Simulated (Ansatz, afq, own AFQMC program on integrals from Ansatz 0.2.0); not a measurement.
**BH₄O (doublet): AFQMC on the coupled-cluster ladder at distance O1–H3 along a hydrogen transfer = 1.089 Å, cc-pVTZ**

Aim: compute BH₄O (doublet) with auxiliary-field quantum Monte Carlo on the same integrals as coupled cluster, and set the energies side by side.

Computed with Ansatz 0.2.0, Gaussian basis, and an in-house AFQMC program (afq) on its integrals; all values are calculated. Level: cc-pVTZ, frozen cores.

The runs, in order: PBE (unrestricted); r2SCAN (unrestricted); PBE0 (unrestricted); CCSD(T) on UHF; B3LYP (unrestricted); wB97M-V (unrestricted); B2PLYP (unrestricted); CCSD(T) on UHF; CCSD(T) on UHF; Phaseless AFQMC, CISD trial on UHF.

## Step 1: The system

The geometry derives from fragments relaxed apart (PBE0/def2-TZVP) and kept rigid, so it is no stationary point. A hydrogen atom is moved between rigid fragments.

6 atoms, charge 0, spin multiplicity 2.

Atoms are counted from 1 here; the program's logs count them from 0.

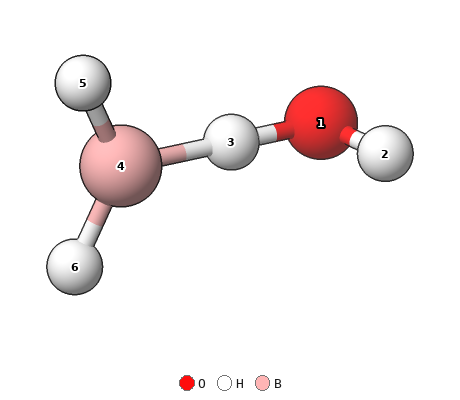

The structure; oxygen red, hydrogen white, boron pink; atoms are numbered from 1 in the order of the file.

## Step 2: PBE (unrestricted)

in.yaml reads:

```yaml
crystal:
  periodic: [false, false, false]
  atoms:
    - {symbol: O, position_ang: [-1.071739, -0.030281, 0.000000]}
    - {symbol: H, position_ang: [-1.321048, 0.896295, 0.000000]}
    - {symbol: H, position_ang: [0.017261, -0.030281, 0.000000]}
    - {symbol: B, position_ang: [1.359261, -0.030281, 0.000000]}
    - {symbol: H, position_ang: [1.868335, -0.030281, 1.077008]}
    - {symbol: H, position_ang: [1.868334, -0.030281, -1.077009]}
basis:
  gaussian: {orbitals: cc-pVTZ}
magnetization: {spin_polarized: true, initial_magnetization: 1}
hamiltonian: {xc: {name: PBE}}
output: {orbitals: {seedname: orbitals}}
```

Run with:

```bash
ansatz run in.yaml --threads 1 --pin off --events-out ev --progress --plain --max-ram 5632MiB --backend cpu
```

Standard output:

```text
Functional definition: PBE
  name "PBE"
  cite "Perdew, Burke & Ernzerhof, Phys. Rev. Lett. 77, 3865 (1996) doi:10.1103/PhysRevLett.77.3865"
  parent pbe
  parameter kappa = 0.804
  parameter beta = 0.06672455060314922
  exchange = pbe_x(kappa = kappa, mu = beta*pi^2/3)
  correlation = pbe_c(beta = beta)
619 factors; their error is unknown
mean field evaluation 1: about -2776.9261 eV, gradient 3.9e1 eV
mean field evaluation 2: about -2699.4587 eV, gradient 1.1e2 eV
mean field evaluation 4: about -2781.8907 eV, gradient 8.2e0 eV
mean field evaluation 8: about -2782.2103 eV, gradient 1.2e-1 eV
mean field evaluation 16: about -2782.1917 eV, gradient 3.2e-4 eV
mean field evaluation 32: about -2781.9951 eV, gradient 2.9e0 eV
mean field -2782.19172509 eV, -102.2436600600 hartree, gradient 4.6e-5 eV, S^2 0.752477; 3 other end points of the search recorded, 0 dependent functions left out
reference -2782.19176048 eV, -102.2436613603 hartree; 9, 8 occupied and 107, 108 virtual orbitals, 619 factors
Total energy: -2782.19176048 eV, -102.2436613603 hartree
```

Run time: 2.4 s. Hardware: 1 thread of AMD EPYC 7R13 (Zen 3), shared host; peak memory 2.1 GiB.

From the report: ⟨S²⟩ of the determinant 0.752 (pure doublet: 0.75).

## Step 3: r2SCAN (unrestricted)

Edit in.yaml of step 2 so:

```diff
@@ -12,3 +12,2 @@
 magnetization: {spin_polarized: true, initial_magnetization: 1}
-hamiltonian: {xc: {name: PBE}}
-output: {orbitals: {seedname: orbitals}}
+hamiltonian: {xc: {name: r2SCAN}}
```

The command is unchanged.

Standard output:

```text
Functional definition: r2SCAN
  name "r2SCAN"
  cite "Furness, Kaplan, Ning, Perdew & Sun, J. Phys. Chem. Lett. 11, 8208 (2020) doi:10.1021/acs.jpclett.0c02405"
  cite "Furness, Kaplan, Ning, Perdew & Sun, J. Phys. Chem. Lett. 11, 9248 (2020) doi:10.1021/acs.jpclett.0c03077"
  parent r2scan
  parameter k0 = 0.174
  parameter k1 = 0.065
  parameter a1 = 4.9479
  exchange = r2scan_x(k0 = k0, k1 = k1, a1 = a1)
  correlation = r2scan_c
619 factors; their error is unknown
mean field evaluation 1: about -2779.7423 eV, gradient 3.7e1 eV
mean field evaluation 2: about -2710.8344 eV, gradient 9.9e1 eV
mean field evaluation 4: about -2783.9105 eV, gradient 7.9e0 eV
mean field evaluation 8: about -2784.2172 eV, gradient 1.5e-1 eV
mean field evaluation 16: about -2784.1980 eV, gradient 6.3e-3 eV
mean field -2784.19801949 eV, -102.3173900190 hartree, gradient 5.4e-5 eV, S^2 0.755894; 2 other end points of the search recorded, 0 dependent functions left out
reference -2784.19803181 eV, -102.3173904720 hartree; 9, 8 occupied and 107, 108 virtual orbitals, 619 factors
Total energy: -2784.19803181 eV, -102.3173904720 hartree
```

Wall time 3.4 s (1 thread of AMD EPYC 7R13 (Zen 3), shared host); peak memory 2.1 GiB.

From the report: ⟨S²⟩ of the determinant 0.756 (pure doublet: 0.75).

## Step 4: PBE0 (unrestricted)

Edit in.yaml of step 3 so:

```diff
@@ -12,2 +12,3 @@
 magnetization: {spin_polarized: true, initial_magnetization: 1}
-hamiltonian: {xc: {name: r2SCAN}}
+hamiltonian: {xc: {name: PBE0}}
+output: {orbitals: {seedname: orbitals}}
```

Same command.

Standard output:

```text
Functional definition: PBE0
  name "PBE0"
  cite "Adamo & Barone, J. Chem. Phys. 110, 6158 (1999) doi:10.1063/1.478522"
  cite "Perdew, Burke & Ernzerhof, Phys. Rev. Lett. 77, 3865 (1996) doi:10.1103/PhysRevLett.77.3865"
  parent pbe
  parameter a = 0.25
  parameter kappa = 0.804
  parameter beta = 0.06672455060314922
  exchange = (1 - a)*pbe_x(kappa = kappa, mu = beta*pi^2/3) + a*exact_x
  correlation = pbe_c(beta = beta)
619 factors; their error is unknown
mean field evaluation 1: about -2778.5262 eV, gradient 3.4e1 eV
mean field evaluation 2: about -2765.3330 eV, gradient 6.6e1 eV
mean field evaluation 4: about -2782.3573 eV, gradient 2.0e0 eV
mean field evaluation 8: about -2782.3859 eV, gradient 6.7e-2 eV
mean field evaluation 16: about -2782.3778 eV, gradient 5.6e-4 eV
mean field -2782.37777666 eV, -102.2504973289 hartree, gradient 2.1e-5 eV, S^2 0.755029; 2 other end points of the search recorded, 0 dependent functions left out
reference -2782.37780343 eV, -102.2504983125 hartree; 9, 8 occupied and 107, 108 virtual orbitals, 619 factors
Total energy: -2782.37780343 eV, -102.2504983125 hartree
```

Run time: 1.9 s. Hardware: 1 thread of AMD EPYC 7R13 (Zen 3), shared host; peak memory 2.1 GiB.

From the report: ⟨S²⟩ of the determinant 0.755 (pure doublet: 0.75).

## Step 5: CCSD(T) on UHF

Edit in.yaml of step 4 so:

```diff
@@ -12,3 +12,2 @@
 magnetization: {spin_polarized: true, initial_magnetization: 1}
-hamiltonian: {xc: {name: PBE0}}
-output: {orbitals: {seedname: orbitals}}
+correlation: {method: ccsd_t, electrons: outside_noble_gas, hamiltonian_folder: ham}
```

Run with:

```bash
ansatz run in.yaml --threads 1 --pin off --events-out ev --progress --plain --max-ram 16896MiB --backend cuda --devices 0, --max-vram 18GiB
```

Standard output (excerpt; [...] marks lines left out):

```text
Functional definition: HF
  name "HF"
  cite "Fock, Z. Phys. 61, 126 (1930) doi:10.1007/BF01340294"
  parent pbe
[...]
665 factors; integrals over basis functions are off by at most 1.2e-3 eV
[...]
mean field -2769.40751414 eV, -101.7738489729 hartree, gradient 7.6e-6 eV, S^2 0.771445; 5 other end points of the search recorded, 0 dependent functions left out
determinant -2769.40751414 eV, -101.7738489729 hartree, with singles and doubles -2779.96490202 eV, -102.1618258214 hartree
determinant -2767.62380546 eV, -101.7082988878 hartree, with singles and doubles -2778.46088192 eV, -102.1065541020 hartree
determinant -2766.44480875 eV, -101.6649715578 hartree, with singles and doubles -2776.51384201 eV, -102.0350017052 hartree
2 core orbitals not correlated: weight in the atoms' cores, before any rotation towards them, 1.000 or more for the frozen orbitals, at most 0.000 for the correlated occupied ones
reference -2769.40751414 eV, -101.7738489729 hartree; 7, 6 occupied and 107, 108 virtual orbitals, 665 factors
second order -9.76324974 eV of doubles, -0.00000000 eV of singles
cycle   1  -10.41459208 eV  change   -9.2e-1 eV  update   2.2e-2
[...]
cycle  11  -10.43946481 eV  change   -1.5e-5 eV  update   1.2e-5
perturbative correction -0.32522114 eV, -0.0119516564 hartree
Total energy: -2780.17220009 eV, -102.1694438850 hartree
```

It took 9.5 s on 1 × NVIDIA H100 80GB HBM3 with 1 thread of AMD EPYC 7R13 (Zen 3), shared host; peak host memory 2.1 GiB.

From the report: ⟨S²⟩ of the determinant 0.771 (pure doublet: 0.75); correlation -10.7647 eV; T1 0.014; largest double amplitude 0.03.

This run also writes the integrals to the folder ham.

## Step 6: B3LYP (unrestricted)

Edit in.yaml of step 5 so:

```diff
@@ -12,2 +12,2 @@
 magnetization: {spin_polarized: true, initial_magnetization: 1}
-correlation: {method: ccsd_t, electrons: outside_noble_gas, hamiltonian_folder: ham}
+hamiltonian: {xc: {name: B3LYP}}
```

Run with:

```bash
ansatz run in.yaml --threads 1 --pin off --events-out ev --progress --plain --max-ram 5632MiB --backend cpu
```

Standard output (excerpt; [...] marks lines left out):

```text
Functional definition: B3LYP
  name "B3LYP"
  cite "Stephens, Devlin, Chabalowski & Frisch, J. Phys. Chem. 98, 11623 (1994) doi:10.1021/j100096a001"
  cite "Becke, Phys. Rev. A 38, 3098 (1988) doi:10.1103/PhysRevA.38.3098"
  cite "Lee, Yang & Parr, Phys. Rev. B 37, 785 (1988) doi:10.1103/PhysRevB.37.785"
  cite "Vosko, Wilk & Nusair, Can. J. Phys. 58, 1200 (1980) doi:10.1139/p80-159"
[...]
619 factors; their error is unknown
[...]
mean field -2786.12278936 eV, -102.3881240072 hartree, gradient 5.0e-5 eV, S^2 0.754058; 2 other end points of the search recorded, 0 dependent functions left out
reference -2786.12300106 eV, -102.3881317870 hartree; 9, 8 occupied and 107, 108 virtual orbitals, 619 factors
Total energy: -2786.12300106 eV, -102.3881317870 hartree
```

It took 2 s on 1 thread of AMD EPYC 7R13 (Zen 3), shared host; peak memory 2.1 GiB.

From the report: ⟨S²⟩ of the determinant 0.754 (pure doublet: 0.75).

## Step 7: wB97M-V (unrestricted)

Edit in.yaml of step 6 so:

```diff
@@ -12,2 +12,3 @@
 magnetization: {spin_polarized: true, initial_magnetization: 1}
-hamiltonian: {xc: {name: B3LYP}}
+hamiltonian: {xc: {name: wB97M-V}}
+output: {orbitals: {seedname: orbitals}}
```

The command is unchanged.

Standard output (excerpt; [...] marks lines left out):

```text
Functional definition: wB97M-V
  name "wB97M-V"
  cite "Mardirossian & Head-Gordon, J. Chem. Phys. 144, 214110 (2016) doi:10.1063/1.4952647"
  cite "Becke, J. Chem. Phys. 107, 8554 (1997) doi:10.1063/1.475007"
  cite "Vydrov & Van Voorhis, J. Chem. Phys. 133, 244103 (2010) doi:10.1063/1.3521275"
  # Of w^i u^j: cxij and so on, Table III.
[...]
  gx(w, u) = 1 - cx + cx01*u + cx10*w
  gss(w, u) = css00 + css04*u^4 + css10*w + css20*w^2 + css43*w^4*u^3
  gos(w, u) = cos00 + cos10*w + (cos20 + cos21*u)*w^2 + (cos60 + cos61*u)*w^6
[...]
      + integral(e_c_pw_mod_opposite_spin*gos(b97_w_opposite, b97_u_opposite)) + vv10(b, c)
619 factors; their error is unknown
150 factors; integrals over basis functions are off by at most 1.5e-5 eV
[...]
mean field -2784.16376136 eV, -102.3161310562 hartree, gradient 4.6e-5 eV, S^2 0.753512; 2 other end points of the search recorded, 0 dependent functions left out
reference -2784.16380137 eV, -102.3161325263 hartree; 9, 8 occupied and 107, 108 virtual orbitals, 619 factors
Total energy: -2784.16380137 eV, -102.3161325263 hartree
```

It took 5.5 s on 1 thread of AMD EPYC 7R13 (Zen 3), shared host; peak memory 2.1 GiB.

From the report: ⟨S²⟩ of the determinant 0.754 (pure doublet: 0.75).

## Step 8: B2PLYP (unrestricted)

Edit in.yaml of step 7 so:

```diff
@@ -12,3 +12,3 @@
 magnetization: {spin_polarized: true, initial_magnetization: 1}
-hamiltonian: {xc: {name: wB97M-V}}
-output: {orbitals: {seedname: orbitals}}
+hamiltonian: {xc: {name: B2PLYP}}
+correlation: {electrons: outside_noble_gas}
```

Launched as before.

Standard output (excerpt; [...] marks lines left out):

```text
Functional definition: B2PLYP
  name "B2PLYP"
  cite "Grimme, J. Chem. Phys. 124, 034108 (2006) doi:10.1063/1.2148954"
  cite "Becke, Phys. Rev. A 38, 3098 (1988) doi:10.1103/PhysRevA.38.3098"
  cite "Lee, Yang & Parr, Phys. Rev. B 37, 785 (1988) doi:10.1103/PhysRevB.37.785"
[...]
665 factors; integrals over basis functions are off by at most 1.2e-3 eV
[...]
mean field -2780.33443905 eV, -102.1754060568 hartree, gradient 4.6e-6 eV, S^2 0.759449; 0 other end points of the search recorded, 0 dependent functions left out
2 core orbitals not correlated: weight in the atoms' cores, before any rotation towards them, 1.000 or more for the frozen orbitals, at most 0.000 for the correlated occupied ones
reference -2780.33457321 eV, -102.1754109871 hartree; 7, 6 occupied and 107, 108 virtual orbitals, 665 factors
second order -11.80787472 eV of doubles, -0.00000000 eV of singles
Total energy: -2783.52269939 eV, -102.2925724630 hartree
```

Run time: 2.5 s. Hardware: 1 thread of AMD EPYC 7R13 (Zen 3), shared host; peak memory 2.1 GiB.

From the report: ⟨S²⟩ of the determinant 0.759 (pure doublet: 0.75).

## Step 9: CCSD(T) on UHF

Edit in.yaml of step 8 so:

```diff
@@ -10,5 +10,4 @@
 basis:
-  gaussian: {orbitals: cc-pVTZ}
+  gaussian: {orbitals: def2-TZVPP}
 magnetization: {spin_polarized: true, initial_magnetization: 1}
-hamiltonian: {xc: {name: B2PLYP}}
-correlation: {electrons: outside_noble_gas}
+correlation: {method: ccsd_t, electrons: outside_noble_gas}
```

Run with:

```bash
ansatz run in.yaml --threads 1 --pin off --events-out ev --progress --plain --max-ram 16896MiB --backend cuda --devices 0, --max-vram 18GiB
```

Standard output (excerpt; [...] marks lines left out):

```text
Functional definition: HF
  name "HF"
  cite "Fock, Z. Phys. 61, 126 (1930) doi:10.1007/BF01340294"
  parent pbe
[...]
699 factors; integrals over basis functions are off by at most 1.8e-3 eV
[...]
mean field -2769.54726580 eV, -101.7789847517 hartree, gradient 3.4e-6 eV, S^2 0.771511; 5 other end points of the search recorded, 0 dependent functions left out
determinant -2769.54726580 eV, -101.7789847517 hartree, with singles and doubles -2780.08563849 eV, -102.1662628049 hartree
determinant -2767.74639991 eV, -101.7128041510 hartree, with singles and doubles -2778.55888708 eV, -102.1101557253 hartree
determinant -2766.56585178 eV, -101.6694198074 hartree, with singles and doubles -2776.60126486 eV, -102.0382144356 hartree
2 core orbitals not correlated: weight in the atoms' cores, before any rotation towards them, 1.000 or more for the frozen orbitals, at most 0.000 for the correlated occupied ones
reference -2769.54726580 eV, -101.7789847517 hartree; 7, 6 occupied and 109, 110 virtual orbitals, 699 factors
second order -9.73769457 eV of doubles, -0.00000000 eV of singles
cycle   1  -10.39935572 eV  change   -8.7e-1 eV  update   2.1e-2
[...]
cycle  11  -10.41989396 eV  change   -1.4e-5 eV  update   1.2e-5
perturbative correction -0.32256321 eV, -0.0118539794 hartree
Total energy: -2780.28972298 eV, -102.1737627713 hartree
```

Wall time 8.5 s (1 × NVIDIA H100 80GB HBM3 with 1 thread of AMD EPYC 7R13 (Zen 3), shared host); peak host memory 2.1 GiB.

From the report: ⟨S²⟩ of the determinant 0.772 (pure doublet: 0.75); correlation -10.7425 eV; T1 0.015; largest double amplitude 0.03.

## Step 10: CCSD(T) on UHF

Edit in.yaml of step 9 so:

```diff
@@ -10,3 +10,3 @@
 basis:
-  gaussian: {orbitals: def2-TZVPP}
+  gaussian: {orbitals: "def2-QZVPP.json"}
 magnetization: {spin_polarized: true, initial_magnetization: 1}
```

The command is unchanged.

Standard output (excerpt; [...] marks lines left out):

```text
Functional definition: HF
  name "HF"
  cite "Fock, Z. Phys. 61, 126 (1930) doi:10.1007/BF01340294"
  parent pbe
[...]
1410 factors; integrals over basis functions are off by at most 1.2e-3 eV
[...]
mean field -2769.69574423 eV, -101.7844412332 hartree, gradient 3.0e-6 eV, S^2 0.771760; 3 other end points of the search recorded, 0 dependent functions left out
determinant -2769.69574423 eV, -101.7844412332 hartree, with singles and doubles -2780.97081373 eV, -102.1987923948 hartree
determinant -2767.88152457 eV, -101.7177698905 hartree, with singles and doubles -2779.41525579 eV, -102.1416266949 hartree
determinant -2766.70593438 eV, -101.6745677480 hartree, with singles and doubles -2777.44689961 eV, -102.0692909394 hartree
2 core orbitals not correlated: weight in the atoms' cores, before any rotation towards them, 1.000 or more for the frozen orbitals, at most 0.000 for the correlated occupied ones
reference -2769.69574423 eV, -101.7844412332 hartree; 7, 6 occupied and 225, 226 virtual orbitals, 1410 factors
second order -10.47365112 eV of doubles, -0.00000000 eV of singles
cycle   1  -11.00045286 eV  change    -1.1e0 eV  update   2.4e-2
[...]
cycle  12  -11.03406604 eV  change    6.8e-6 eV  update   5.7e-6
perturbative correction -0.37272337 eV, -0.0136973313 hartree
Total energy: -2781.10253364 eV, -102.2036330121 hartree
```

Run time: 15 s. Hardware: 1 × NVIDIA H100 80GB HBM3 with 1 thread of AMD EPYC 7R13 (Zen 3), shared host; peak host memory 2.1 GiB.

From the report: ⟨S²⟩ of the determinant 0.772 (pure doublet: 0.75); correlation -11.4068 eV; T1 0.015; largest double amplitude 0.02.

## Step 11: Phaseless AFQMC, CISD trial on UHF

It reads the integrals that the CCSD(T) run on this determinant wrote.

Run with:

```bash
afq ham --method phaseless --trial cisd --walkers 600 --populations 10 --least-time 60 --time-step 0.005 --steps-per-block 50 --equilibration-blocks 28 --max-blocks 4000 --target-error 0.00021 --factor-cut 1e-05 --start spin_pure --seed 1232 --release-times 0.24,0.51,0.99,1.62,2.4 --release-step 0.03 --release-every 3 --taylor-order 6
```

Standard output:

```text
orbitals 114  electrons 7 6  factors 665 of 665
reference energy -101.77384897 Eh
CCSD correlation -0.38364339 Eh in 14 cycles, weight of the determinant in the CISD state 0.8853
energy of the start -102.156173 Eh
 block  time / (1/Eh)  mean weight  energy / Eh
     1     0.250  1.0002  -102.154871
     2     0.500  0.9999  -102.161254
     3     0.750  1.0004  -102.163849
     4     1.000  1.0001  -102.165596
     5     1.250  1.0004  -102.167966
     6     1.500  0.9989  -102.169157
     7     1.750  1.0006  -102.171204
     8     2.000  1.0001  -102.170446
     9     2.250  0.9997  -102.170968
    10     2.500  0.9994  -102.169189
    13     3.250  1.0000  -102.170522
    17     4.250  0.9997  -102.170888
    21     5.250  1.0002  -102.170450
    25     6.250  1.0014  -102.168557
    29     7.250  0.9988  -102.170292
    33     8.250  1.0010  -102.172101
    37     9.250  0.9998  -102.168008
    41    10.250  1.0008  -102.169181
    45    11.250  0.9997  -102.169883
    49    12.250  1.0004  -102.170546
    53    13.250  0.9977  -102.169515
    57    14.250  0.9999  -102.169695
    61    15.250  0.9987  -102.170759
    65    16.250  1.0007  -102.169633
    69    17.250  1.0000  -102.168969
    73    18.250  1.0000  -102.170071
    77    19.250  0.9992  -102.171709
    81    20.250  0.9993  -102.172738
    85    21.250  0.9995  -102.174788
    89    22.250  0.9998  -102.170811
    93    23.250  1.0010  -102.169405
    97    24.250  1.0012  -102.170210
   101    25.250  1.0003  -102.170658
   105    26.250  1.0005  -102.166936
   109    27.250  1.0003  -102.171981
   113    28.250  0.9998  -102.168634
   117    29.250  0.9993  -102.170720
   121    30.250  0.9994  -102.170840
   125    31.250  1.0006  -102.168294
   129    32.250  1.0000  -102.169847
   133    33.250  1.0017  -102.169611
   137    34.250  1.0004  -102.166712
   141    35.250  1.0007  -102.167050
   145    36.250  0.9993  -102.167552
   149    37.250  1.0012  -102.167157
   153    38.250  1.0006  -102.172035
   157    39.250  1.0006  -102.170059
   161    40.250  1.0010  -102.168910
   165    41.250  0.9999  -102.172814
   169    42.250  0.9991  -102.170242
   173    43.250  1.0002  -102.170900
   177    44.250  1.0011  -102.173342
   181    45.250  0.9997  -102.171117
error from the spread of 10 populations
released: time / (1/Eh)  energy / Eh  error  mean overlap
  0.24  -102.170449  0.000271  0.9954
  0.51  -102.170776  0.000186  0.9890
  0.99  -102.171097  0.000247  0.9749
  1.62  -102.170625  0.000428  0.9639
  2.40  -102.170216  0.000357  0.9494
energy -102.170160 +/- 0.000228 Eh
```

It took 3.9 min on 1 × NVIDIA H100 80GB HBM3 with 2 threads of AMD EPYC 7R13 (Zen 3), shared host; peak host memory 2.1 GiB.

Energy -2780.1917 ± 0.0062 eV. Caveats: constraint bias not in the error.

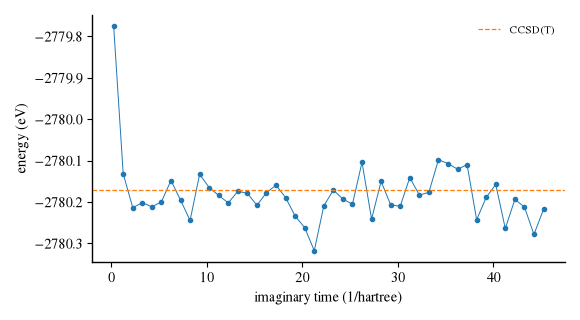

Block energies along the walk.

## Step 12: All levels side by side

On the UHF determinant, counted from CCSD(T) (a yardstick, not exact):

| level | energy (eV) | from CCSD(T) (meV) | statistical error (meV) | time |
| --- | --- | --- | --- | --- |
| HF | -2769.4075 | +10764.7 |  |  |
| MP2 | -2779.1708 | +1001.4 |  |  |
| CCSD | -2779.8470 | +325.2 |  |  |
| CCSD(T) | -2780.1722 | 0.0 |  |  |
| Phaseless AFQMC, CISD trial, step 0.005, 600 walkers | -2780.1917 | -19.5 | 6.2 | 3.9 min |

The functionals' totals stand on their own zeros and serve differences with other points: PBE -2782.192 eV; r2SCAN -2784.198 eV; PBE0 -2782.378 eV; B3LYP -2786.123 eV; wB97M-V -2784.164 eV; B2PLYP -2783.523 eV.

## Step 13: What came out

| quantity | value |
| --- | --- |
| Phaseless AFQMC, CISD trial on UHF from CCSD(T) | -19.5 ± 6.2 meV |

On UHF the phaseless walk with the CISD trial lies -19.5 meV from CCSD(T), 3 times its error bar. Error bars are statistical and leave out the constraint, the time step and what remains of the start.
